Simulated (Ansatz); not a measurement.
# AlCo: elastic constants

How stiff is the crystal, and how unevenly? Runs: cell and atoms relaxed (PAW); reference run (PAW and LAPW).

Computed with Ansatz 0.2.0 (DFT PBEsol, frozen-core PAW and all-electron LAPW, scalar-relativistic unless said, unless a step's input says otherwise).

1 further run of the same task is left out (it didn't finish).

**1. The starting structure**

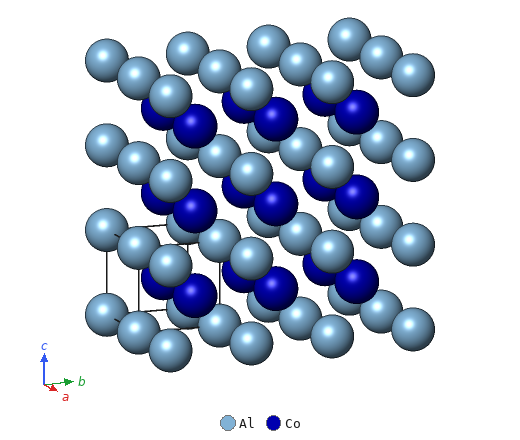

The starting structure, seen slightly off an axis (aluminium light blue, cobalt blue). 2×3×3 cells are drawn. Atoms on the faces are drawn again on the opposite ones.

Structure file:

```cif
data_structure
_symmetry_space_group_name_H-M 'Pm-3m'
_symmetry_Int_Tables_number 221
_cell_length_a 2.8194
_cell_length_b 2.8194
_cell_length_c 2.8194
_cell_angle_alpha 90.000
_cell_angle_beta 90.000
_cell_angle_gamma 90.000
_cell_volume 22.41
loop_
_atom_site_label
_atom_site_type_symbol
_atom_site_symmetry_multiplicity
_atom_site_Wyckoff_symbol
_atom_site_fract_x
_atom_site_fract_y
_atom_site_fract_z
_atom_site_occupancy
Al1 Al 1 a 0.00000 0.00000 0.00000 1
Co1 Co 1 b 0.50000 0.50000 0.50000 1
```

Cartesian axes are those of the input's lattice vectors. The structure goes back to a database entry.

**2. Cell and atoms relaxed, PAW**

input.yaml

```yaml
crystal:
  lattice:
    - [2.81940321, 0.0, 0.0]
    - [0.0, 2.81940321, 0.0]
    - [0.0, 0.0, 2.81940321]
  atoms:
    - { symbol: Al, position: [0.0, 0.0, 0.0] }
    - { symbol: Co, position: [0.5, 0.5, 0.5] }
kpoints:
  mp_grid: { grid: [16, 16, 16] }
scf:
  occupations: { method: fermi_dirac, width: 0.08 }
hamiltonian:
  xc: pbesol
  pseudopotentials: { kind: paw }
relax:
  f_tol: 0.002
  max_steps: 80
  cell: {}
output:
  forces: true
  stress: true
```

Command:

```bash
$ ansatz run input.yaml --threads 1 --pin off --max-ram 2560MiB --backend cpu --events-out ev --progress --plain --runs-dir out
```

Log (excerpt; [...] marks lines left out):

```text
[...]
Pseudopotentials: kind: paw
Pseudopotential: Al, paw, valence charge 3, recommended cutoff 420 eV (normal), Al.paw.azcp
Pseudopotential: Co, paw, valence charge 17, recommended cutoff 420 eV (normal), Co.paw.azcp
Functional definition: PBEsol
[...]
Crystal: 2 atoms, lattice volume = 22.412 Å³
Basis set: ecut = 420 eV, 461 PW (Γ), exchange–correlation on 40×40×40 points (8 copies of the dense FFT grid, shifted against one another)
Bands: 14, of which v1, the nominal top of the filled ones, is band 10 counted from 1 (9 counted from 0)
Symmetry: 48 space group operations
Space group: Pm-3m (ITA 221), of the structure as read, at distance tolerance 2.8e-5 Å
k-points: 165 of 4096
[...]
SCF iter   1: F=—  HF=-5618.794312 eV  |F-HF|=—  |Δ(HF+E_count)|=         —  Δρ=2.79e-2  dr2=1.07e-1  ethr=1.77e-3  ⟨swp⟩=4.3  Hψ=10711  notcnv=0
[...]
relax step   1: F+E_penalty+E_count = -5618.78175418 eV  Δ(F+E_penalty+E_count) = +0.000e0 eV  max|allowed force component| = 2.229e-28 eV/Å  Δτ_max = 0.0000 Å  P = +0.772 GPa  Ω = 22.412 Å³  (6 SCF iters, dr2 threshold 1.00e-7 eV, accepted)
[...]
relax step   3: F+E_penalty+E_count = -5618.78190074 eV  Δ(F+E_penalty+E_count) = -1.243e-5 eV  max|allowed force component| = 4.224e-30 eV/Å  Δτ_max = 0.0000 Å  P = +0.002 GPa  Ω = 22.500 Å³  energy of the carried Pulay correction = -6.568e-5 eV  (6 SCF iters, dr2 threshold 2.00e-7 eV, accepted)
[...]
relax step   4: F+E_penalty+E_count = -5618.78196576 eV  Δ(F+E_penalty+E_count) = -6.503e-5 eV  max|allowed force component| = 1.047e-29 eV/Å  Δτ_max = 0.0000 Å  P = +0.008 GPa  Ω = 22.500 Å³  stress off target by 8.22e-3 GPa  SCF on the basis re-selected at this cell (its energy is not [...]
SCF converged after 6 iterations
Free energy (F): -5618.781966 eV
[...]
E sigma→0 (E₀):  -5618.773007 eV
Entropy (-TS):   -0.017918 eV (-8.959 meV/atom)
Fermi energy:    14.819532 eV
[...]
--- Forces (eV/Å), atoms counted from 1 ---
  atom   1  Al     0.00000000     0.00000000    -0.00000000
  atom   2  Co     0.00000000     0.00000000    -0.00000000
[...]
--- Stress (GPa, compression-positive) ---
        0.008222       0.000000      -0.000000
        0.000000       0.008222       0.000000
       -0.000000       0.000000       0.008222
  P = ⅓ Tr σ = 0.0082 GPa (0.082 kbar)
--- Relaxed structure (3 steps of the walk, 3 accepted, 1 SCFs on fresh bases) ---
  F+E_penalty+E_count = -5618.78196576 eV   max|allowed force component| = 1.047e-29 eV/Å   (the final SCF, on the basis selected at the relaxed cell)
  cell:  # Å, volume = 22.4996 Å³
    - [2.8230925727935, 2.407412430484045e-34, -1.4043239177823594e-34]
    - [-2.7284007545485834e-34, 2.8230925727935, -8.024708101613482e-36]
    - [-1.4043239177823594e-34, -8.024708101613482e-36, 2.8230925727935]
  atoms:
    - { symbol: Al, position: [-6.7304728309501236e-46, -3.5578043951619544e-37, 1.4231217573296072e-36] }
    - { symbol: Co, position: [0.5, 0.5, 0.5] }
```

Run time: 10 s. Hardware: 1 thread of Arm Neoverse V1, shared host; peak memory 0.34 GiB.

The steps of the relaxation:

| step | energy from step 1 (eV/cell) | largest force component (eV/Å) | pressure (GPa) | volume (Å³) |
| --- | --- | --- | --- | --- |
| 1 | 0.0000 | 0.0000 | 0.77 | 22.41 |
| 2 | -0.0001 | 0.0000 | 0.34 | 22.46 |
| 3 | -0.0001 | 0.0000 | 0.00 | 22.50 |
| 4 | -0.0002 | 0.0000 | 0.01 | 22.50 |

Step 1 is the start. Step 4 repeats the geometry before on a plane-wave basis chosen anew for that cell, so the energy can jump there without any move; the table keeps such jumps.

| input's cell | before | after | change |
| --- | --- | --- | --- |
| a (Å) | 2.819 | 2.823 | +0.1 % |
| b (Å) | 2.819 | 2.823 | +0.1 % |
| c (Å) | 2.819 | 2.823 | +0.1 % |
| volume (Å³/atom) | 11.21 | 11.25 | +0.4 % |

**3. Reference run, PAW**

input.yaml

```yaml
crystal:
  lattice:
    - [2.82309257279, 0.0, 0.0]
    - [0.0, 2.82309257279, 0.0]
    - [0.0, 0.0, 2.82309257279]
  atoms:
    - { symbol: Al, position: [0.0, 0.0, 0.0] }
    - { symbol: Co, position: [0.5, 0.5, 0.5] }
kpoints:
  mp_grid: { grid: [16, 16, 16] }
scf:
  occupations: { method: fermi_dirac, width: 0.08 }
hamiltonian:
  xc: pbesol
  pseudopotentials: { kind: paw }
elastic:
  mode: relaxed_ion
  stencil: two_point
  amplitude: 0.005
```

Command:

```bash
$ ansatz run input.yaml --threads 1 --pin off --max-ram 2560MiB --backend cpu --events-out ev --progress --plain --runs-dir out
```

Log:

```text
Engine: ansatz 0.2.0
[... 4 set-up lines as earlier in the session ...]
  exchange = pbesol_x
  correlation = pbesol_c
Crystal: 2 atoms, lattice volume = 22.500 Å³
Basis set: ecut = 420 eV, 461 PW (Γ), exchange–correlation on 40×40×40 points (8 copies of the dense FFT grid, shifted against one another)
Bands: 14, of which v1, the nominal top of the filled ones, is band 10 counted from 1 (9 counted from 0)
[... 2 set-up lines as earlier in the session ...]
k-points: 165 of 4096
Non-local potential: Al, projectors of the file, l = 0: 2, l = 1: 2, l = 2: 1
Non-local potential: Co, projectors of the file, l = 0: 3, l = 1: 2, l = 2: 3, l = 3: 1
PAW form: soft (Blöchl's): semilocal exchange-correlation on the pseudo side does not see the compensation charge
PAW frozen core: Al, regenerated for the run's functional, and the local potential with it (the file was generated under x = pbe(κ = 0.804, μ = 0.2195149727645171), c = pbe(β = 0.06672455060314922))
PAW frozen core: Co, regenerated for the run's functional, and the local potential with it (the file was generated under x = pbe(κ = 0.804, μ = 0.2195149727645171), c = pbe(β = 0.06672455060314922))
PAW one-centre angular grid: Al, 110 points (default); XC on 64 Gauss nodes
PAW one-centre angular grid: Co, 590 points (default); XC on 64 Gauss nodes
Initial density: superposition of atomic densities (neutral atoms: chi_scale 0, normalization atom), corrected by the library's trained network
Initial wavefunctions: pseudopotential atomic-orbital guess
Functional: x = pbesol(κ = 0.804, μ = 0.12345679012345678), c = pbesol(β = 0.046)
SCF iter   1: F=—  HF=-5618.794327 eV  |F-HF|=—  |Δ(HF+E_count)|=         —  Δρ=2.77e-2  dr2=1.06e-1  ethr=1.77e-3  ⟨swp⟩=4.3  Hψ=10705  notcnv=0
preconditioner: auto → none  [metal: Δε(μ)=0.023 eV  Ē_g=8.426 eV  σ=0.080 eV  W_gap=0.07  n_scr=6 (ndim 8)  ℏωp=27.1 eV  f_vac=0.000  D(μ)=0.79/eV (n_scr^D=6)  sad-step TF]
SCF iter   2: F=—  HF=-5618.784513 eV  |F-HF|=—  |Δ(HF+E_count)|=   9.81e-3  Δρ=1.22e-2  dr2=2.34e-2  ethr=5.30e-4  ⟨swp⟩=2.0  Hψ=4129  notcnv=0
SCF iter   3: F=—  HF=-5618.781997 eV  |F-HF|=—  |Δ(HF+E_count)|=   2.52e-3  Δρ=1.62e-3  dr2=4.27e-4  ethr=1.17e-4  ⟨swp⟩=1.0  Hψ=2317  notcnv=0
SCF iter   4: F=—  HF=-5618.781959 eV  |F-HF|=—  |Δ(HF+E_count)|=   3.77e-5  Δρ=2.06e-4  dr2=1.80e-6  ethr=2.14e-6  ⟨swp⟩=1.8  Hψ=2605  notcnv=0
SCF iter   5: F=—  HF=-5618.781966 eV  |F-HF|=—  |Δ(HF+E_count)|=   6.86e-6  Δρ=7.99e-6  dr2=3.31e-9  ethr=9.02e-9  ⟨swp⟩=2.2  Hψ=3514  notcnv=0
SCF iter   6: F=—  HF=-5618.781966 eV  |F-HF|=—  |Δ(HF+E_count)|=  4.35e-10  Δρ=9.70e-7  dr2=7.90e-11  ethr=1.65e-11  ⟨swp⟩=2.3  Hψ=3993  notcnv=0
SCF iter   7: F=—  HF=-5618.781966 eV  |F-HF|=—  |Δ(HF+E_count)|=  4.27e-11  Δρ=1.45e-7  dr2=3.52e-12  ethr=3.95e-13 (applied; sched 1.00e-12)  ⟨swp⟩=2.4  Hψ=3058  notcnv=0
SCF iter   8: F=-5618.781966 eV  HF=-5618.781966 eV  |F-HF|=0.00e0  |Δ(HF+E_count)|=  1.82e-12  Δρ=1.67e-8  dr2=2.59e-14  ethr=1.00e-12  ⟨swp⟩=3.4  Hψ=9062  notcnv=0
SCF 1 converged in 8 iterations: F = -5618.781966 eV  dr2 = 2.59e-14
Crystal: 2 atoms, lattice volume = 22.387 Å³
Symmetry: 16 space group operations
k-points: 405 of 4096
Initial density: handed on by an earlier stage of this run
Initial wavefunctions: those handed on with the density
iter 1 solved again at ethr=7.95e-7 eV; its pass at ethr=3.10e-3 eV (dr2=1.59e-4 eV) is discarded
SCF iter   1: F=—  HF=-5618.781443 eV  |F-HF|=—  |Δ(HF+E_count)|=         —  Δρ=1.20e-3  dr2=2.03e-4  ethr=7.95e-7  ⟨swp⟩=2.0  Hψ=33450  notcnv=0
preconditioner: auto → none  [metal: Δε(μ)=0.016 eV  Ē_g=8.499 eV  σ=0.080 eV  W_gap=0.05  n_scr=6 (ndim 8)  ℏωp=27.2 eV  f_vac=0.000  D(μ)=0.81/eV (n_scr^D=6)]
SCF iter   2: F=—  HF=-5618.781413 eV  |F-HF|=—  |Δ(HF+E_count)|=   3.01e-5  Δρ=2.67e-4  dr2=8.70e-6  ethr=7.95e-7  ⟨swp⟩=2.1  Hψ=7357  notcnv=0
SCF iter   3: F=—  HF=-5618.781409 eV  |F-HF|=—  |Δ(HF+E_count)|=   4.10e-6  Δρ=6.44e-5  dr2=2.78e-7  ethr=4.35e-8  ⟨swp⟩=2.2  Hψ=7662  notcnv=0
SCF iter   4: F=—  HF=-5618.781412 eV  |F-HF|=—  |Δ(HF+E_count)|=   3.68e-6  Δρ=2.08e-5  dr2=4.75e-8  ethr=1.39e-9  ⟨swp⟩=2.3  Hψ=8714  notcnv=0
SCF iter   5: F=—  HF=-5618.781412 eV  |F-HF|=—  |Δ(HF+E_count)|=   1.05e-9  Δρ=3.27e-6  dr2=7.93e-10  ethr=2.37e-10  ⟨swp⟩=1.9  Hψ=8623  notcnv=0
SCF iter   6: F=—  HF=-5618.781412 eV  |F-HF|=—  |Δ(HF+E_count)|=  3.59e-10  Δρ=2.60e-7  dr2=2.24e-12  ethr=3.96e-12  ⟨swp⟩=2.5  Hψ=9239  notcnv=0
SCF iter   7: F=—  HF=-5618.781412 eV  |F-HF|=—  |Δ(HF+E_count)|=  9.09e-13  Δρ=3.88e-8  dr2=1.06e-13  ethr=1.00e-12  ⟨swp⟩=5.0  Hψ=21779  notcnv=0
SCF iter   8: F=-5618.781412 eV  HF=-5618.781412 eV  |F-HF|=9.09e-13  |Δ(HF+E_count)|=    0.00e0  Δρ=4.62e-9  dr2=1.62e-15  ethr=1.00e-12  ⟨swp⟩=4.0  Hψ=17703  notcnv=0
SCF 2 converged in 8 iterations: F = -5618.781412 eV  dr2 = 1.62e-15
Crystal: 2 atoms, lattice volume = 22.612 Å³
iter 1 solved again at ethr=1.01e-8 eV; its pass at ethr=3.10e-3 eV (dr2=2.02e-6 eV) is discarded
SCF iter   1: F=—  HF=-5618.781447 eV  |F-HF|=—  |Δ(HF+E_count)|=         —  Δρ=6.07e-4  dr2=2.01e-6  ethr=1.01e-8  ⟨swp⟩=2.0  Hψ=30977  notcnv=0
preconditioner: auto → none  [metal: Δε(μ)=0.010 eV  Ē_g=8.425 eV  σ=0.080 eV  W_gap=0.03  n_scr=6 (ndim 8)  ℏωp=27.1 eV  f_vac=0.000  D(μ)=0.82/eV (n_scr^D=6)]
SCF iter   2: F=—  HF=-5618.781441 eV  |F-HF|=—  |Δ(HF+E_count)|=   6.35e-6  Δρ=3.02e-4  dr2=4.37e-7  ethr=1.00e-8  ⟨swp⟩=1.0  Hψ=5669  notcnv=0
SCF iter   3: F=—  HF=-5618.781439 eV  |F-HF|=—  |Δ(HF+E_count)|=   2.30e-6  Δρ=2.67e-5  dr2=6.45e-9  ethr=2.19e-9  ⟨swp⟩=1.0  Hψ=5669  notcnv=0
SCF iter   4: F=—  HF=-5618.781439 eV  |F-HF|=—  |Δ(HF+E_count)|=   1.80e-8  Δρ=6.93e-7  dr2=4.47e-11  ethr=3.23e-11  ⟨swp⟩=2.4  Hψ=8217  notcnv=0
SCF iter   5: F=—  HF=-5618.781439 eV  |F-HF|=—  |Δ(HF+E_count)|=  1.82e-12  Δρ=1.42e-7  dr2=1.02e-12  ethr=2.24e-13 (applied; sched 1.00e-12)  ⟨swp⟩=2.5  Hψ=9292  notcnv=0
SCF iter   6: F=—  HF=-5618.781439 eV  |F-HF|=—  |Δ(HF+E_count)|=  9.09e-13  Δρ=3.69e-8  dr2=1.30e-13  ethr=1.00e-12  ⟨swp⟩=4.2  Hψ=19818  notcnv=0
SCF iter   7: F=-5618.781439 eV  HF=-5618.781439 eV  |F-HF|=9.09e-13  |Δ(HF+E_count)|=  9.09e-13  Δρ=7.41e-9  dr2=7.48e-15  ethr=1.00e-12  ⟨swp⟩=3.7  Hψ=15988  notcnv=0
SCF 3 converged in 7 iterations: F = -5618.781439 eV  dr2 = 7.48e-15
Crystal: 2 atoms, lattice volume = 22.499 Å³
Symmetry: 8 space group operations
k-points: 657 of 4096
iter 1 solved again at ethr=7.15e-8 eV; its pass at ethr=3.10e-3 eV (dr2=1.43e-5 eV) is discarded
SCF iter   1: F=—  HF=-5618.781698 eV  |F-HF|=—  |Δ(HF+E_count)|=         —  Δρ=4.07e-4  dr2=2.30e-5  ethr=7.15e-8  ⟨swp⟩=2.5  Hψ=54043  notcnv=0
preconditioner: auto → none  [metal: Δε(μ)=0.028 eV  Ē_g=8.465 eV  σ=0.080 eV  W_gap=0.09  n_scr=6 (ndim 8)  ℏωp=27.1 eV  f_vac=0.000  D(μ)=0.81/eV (n_scr^D=6)]
SCF iter   2: F=—  HF=-5618.781699 eV  |F-HF|=—  |Δ(HF+E_count)|=   9.91e-7  Δρ=1.71e-4  dr2=3.49e-6  ethr=7.15e-8  ⟨swp⟩=1.3  Hψ=10139  notcnv=0
SCF iter   3: F=—  HF=-5618.781695 eV  |F-HF|=—  |Δ(HF+E_count)|=   3.04e-6  Δρ=1.50e-5  dr2=1.10e-8  ethr=1.74e-8  ⟨swp⟩=1.5  Hψ=10530  notcnv=0
SCF iter   4: F=—  HF=-5618.781695 eV  |F-HF|=—  |Δ(HF+E_count)|=   1.23e-7  Δρ=3.76e-6  dr2=3.75e-10  ethr=5.50e-11  ⟨swp⟩=2.3  Hψ=14614  notcnv=0
SCF iter   5: F=—  HF=-5618.781695 eV  |F-HF|=—  |Δ(HF+E_count)|=  9.82e-10  Δρ=6.04e-7  dr2=2.59e-11  ethr=1.88e-12  ⟨swp⟩=2.1  Hψ=14099  notcnv=0
SCF iter   6: F=—  HF=-5618.781695 eV  |F-HF|=—  |Δ(HF+E_count)|=  9.09e-12  Δρ=8.08e-8  dr2=5.42e-13  ethr=1.30e-13 (applied; sched 1.00e-12)  ⟨swp⟩=2.6  Hψ=14310  notcnv=0  defer=1
SCF iter   7: F=-5618.781695 eV  HF=-5618.781695 eV  |F-HF|=2.73e-12  |Δ(HF+E_count)|=  1.82e-12  Δρ=2.62e-8  dr2=7.62e-14  ethr=1.00e-12  ⟨swp⟩=4.1  Hψ=31954  notcnv=0
SCF 4 converged in 7 iterations: F = -5618.781695 eV  dr2 = 7.62e-14
iter 1 solved again at ethr=4.07e-9 eV; its pass at ethr=3.10e-3 eV (dr2=8.14e-7 eV) is discarded
SCF iter   1: F=—  HF=-5618.781695 eV  |F-HF|=—  |Δ(HF+E_count)|=         —  Δρ=4.18e-4  dr2=8.14e-7  ethr=4.07e-9  ⟨swp⟩=1.8  Hψ=49389  notcnv=0
preconditioner: auto → none  [metal: Δε(μ)=0.027 eV  Ē_g=8.465 eV  σ=0.080 eV  W_gap=0.08  n_scr=6 (ndim 8)  ℏωp=27.1 eV  f_vac=0.000  D(μ)=0.81/eV (n_scr^D=6)]
SCF iter   2: F=—  HF=-5618.781696 eV  |F-HF|=—  |Δ(HF+E_count)|=   1.13e-6  Δρ=2.09e-4  dr2=2.08e-7  ethr=4.07e-9  ⟨swp⟩=1.0  Hψ=9211  notcnv=0
SCF iter   3: F=—  HF=-5618.781695 eV  |F-HF|=—  |Δ(HF+E_count)|=   8.85e-7  Δρ=5.14e-6  dr2=2.68e-9  ethr=1.04e-9  ⟨swp⟩=1.0  Hψ=9197  notcnv=0
SCF iter   4: F=—  HF=-5618.781695 eV  |F-HF|=—  |Δ(HF+E_count)|=  4.55e-10  Δρ=5.01e-7  dr2=4.71e-11  ethr=1.34e-11  ⟨swp⟩=2.2  Hψ=11739  notcnv=0
SCF iter   5: F=—  HF=-5618.781695 eV  |F-HF|=—  |Δ(HF+E_count)|=  5.46e-12  Δρ=2.50e-7  dr2=1.04e-11  ethr=2.36e-13 (applied; sched 1.00e-12)  ⟨swp⟩=1.6  Hψ=10473  notcnv=0  defer=1
SCF iter   6: F=—  HF=-5618.781695 eV  |F-HF|=—  |Δ(HF+E_count)|=  9.09e-13  Δρ=3.50e-8  dr2=1.98e-13  ethr=5.18e-14 (applied; sched 1.00e-12)  ⟨swp⟩=2.1  Hψ=12214  notcnv=0  defer=1
SCF iter   7: F=-5618.781695 eV  HF=-5618.781695 eV  |F-HF|=1.82e-12  |Δ(HF+E_count)|=    0.00e0  Δρ=5.41e-9  dr2=4.50e-15  ethr=1.00e-12  ⟨swp⟩=3.6  Hψ=26381  notcnv=0
SCF 5 converged in 7 iterations: F = -5618.781695 eV  dr2 = 4.50e-15
SCF converged after 8 iterations
Free energy (F): -5618.781966 eV
Harris-Foulkes:  -5618.781966 eV  (|F-HF|=0.00e0)
Internal energy: -5618.764048 eV  (E = F + TS)
E sigma→0 (E₀):  -5618.773007 eV
Entropy (-TS):   -0.017918 eV (-8.959 meV/atom)
Fermi energy:    14.819532 eV
--- Per-component energies (eV) ---
  E_band       = -276.463275
  E_kinetic    = 484.936341
  E_local      = -3638.088183  (includes V_loc(G=0)·N_el)
  E_nonlocal   = 468.484225
  E_hartree    = 1570.685378
  E_xc         = -199.690254
  E_vxc        = -236.978949  (∫ρ·V_xc dr)
  E_paw        = -1940.345588  (= ΣΔE_a)
  E_vpaw       = -496.187503  (= ΣTr[D̂ρ^β])
  E_aug_tail   = 0.000051  (compensation charges beyond the density's cutoff)
  E_ewald      = -2364.953575
  E_core_change = 0.207558  (= ΣΔE_core)
  E_smearing   = -0.017918  (= −TS)
  E_closure    = 0.000000  (closes the sum)
  Σ components = -5618.781966   (vs F -5618.781966, Δ=0.00e0)
--- Forces (eV/Å), atoms counted from 1 ---
  atom   1  Al    -0.00000000     0.00000000     0.00000000
  atom   2  Co     0.00000000    -0.00000000     0.00000000
  max |Σ_I F_I| component: 1.29e-28 eV/Å
--- Stress (GPa, compression-positive) ---
        0.008222       0.000000       0.000000
        0.000000       0.008222       0.000000
        0.000000       0.000000       0.008222
  P = ⅓ Tr σ = 0.0082 GPa (0.082 kbar)
--- Band table (eV; the first three rows and the last of 165) ---
  k-point 0: bands = ["-79.6232", "-43.0542", "-43.0542", "-43.0542", "3.5611", "11.7216", "11.7216", "14.0019", "14.0019", "14.0019", "20.9222", "20.9222", "20.9222", "23.6879"]
  k-point 1: bands = ["-79.6230", "-43.0560", "-43.0540", "-43.0540", "3.6368", "11.7156", "11.7432", "13.9594", "13.9594", "14.0064", "20.1696", "21.0283", "21.0283", "23.6751"]
  k-point 2: bands = ["-79.6226", "-43.0613", "-43.0536", "-43.0536", "3.8630", "11.6814", "11.8054", "13.8428", "13.8428", "14.0193", "18.8300", "21.3361", "21.3361", "23.6375"]
  k-point 164: bands = ["-79.6125", "-43.0933", "-43.0933", "-43.0933", "10.7742", "10.7742", "10.7742", "14.6330", "14.6330", "17.1756", "17.1756", "17.1756", "19.2391", "20.3817"]
--- Elastic constants: 2 strain directions × 2 members + reference (group order 48) ---
  dense FFT box of the reference and of every strained cell: 20×20×20
  strains applied: 11, 23; error gains: componentwise 1.00 (the most a stress slope's error grows in a printed constant), spectral 1.73 (1 for all six strains in a standard setting)
  C = ∂σ_k/∂η_j (tension-positive GPa; Voigt order 11 22 33 23 13 12):
       305.998    136.782    136.782     -0.000     -0.000     -0.000
       136.782    305.998    136.782     -0.000     -0.000     -0.000
       136.782    136.782    305.998     -0.000     -0.000     -0.000
        -0.000     -0.000      0.000    151.956      0.000      0.000
         0.000      0.000     -0.000      0.000    151.956     -0.000
        -0.000      0.000     -0.000      0.000      0.000    151.956
  reference stress σ⁰ (GPa):     -0.008     -0.008     -0.008     -0.000     -0.000     -0.000
  C* (energy form; C + prestress term) asymmetry max|C*_kj − C*_jk| = 2.842e-14 GPa — a small one proves nothing (zero by symmetry where the batch's group is 432, −43m or m−3m); a large one is finite-difference/SCF noise where every solve meets its electron count
  moduli (Voigt/Reuss/Hill, GPa): K = 193.19/193.19/193.19   G = 125.02/115.26/120.14   E = 298.53   ν = 0.242
  mechanically stable: yes (min eigenvalue of sym C = 151.96 GPa)
  strain η (Voigt 11):  stress-route row diagonal C_11 = 306.00 GPa, energy-path curvature d²(F+E_count+ΔE)/dδ²/Ω₀ = 305.41 GPa
         δ    σ_11 (GPa)             F (eV)   n_scf  n_hpsi   n_pw
    -5.000e-3      -1.5828       -5618.7814124       8  120499    461   relax 0 steps, max|allowed force component| 2.54e-29 eV/Å
     5.000e-3       1.4772       -5618.7814387       7  101566    466   relax 0 steps, max|allowed force component| 1.26e-29 eV/Å
  strain η (Voigt 23):  stress-route row diagonal C_44 = 151.96 GPa, energy-path curvature d²(F+E_count+ΔE)/dδ²/Ω₀ = 151.51 GPa
         δ    σ_23 (GPa)             F (eV)   n_scf  n_hpsi   n_pw
    -5.000e-3      -0.7598       -5618.7816953       7  159285    461   relax 0 steps, max|allowed force component| 6.36e-30 eV/Å
     5.000e-3       0.7598       -5618.7816953       7  138224    461   relax 0 steps, max|allowed force component| 5.05e-29 eV/Å
```

It took 42 s on 1 thread of Arm Neoverse V1, shared host; peak memory 0.48 GiB.

C in GPa (Voigt order xx, yy, zz, yz, xz, xy):

```
306.0 136.8 136.8   0.0   0.0   0.0
136.8 306.0 136.8   0.0   0.0   0.0
136.8 136.8 306.0   0.0   0.0   0.0
  0.0   0.0   0.0 152.0   0.0   0.0
  0.0   0.0   0.0   0.0 152.0   0.0
  0.0   0.0   0.0   0.0   0.0 152.0
```

(Part 1 of 2 ends here.)
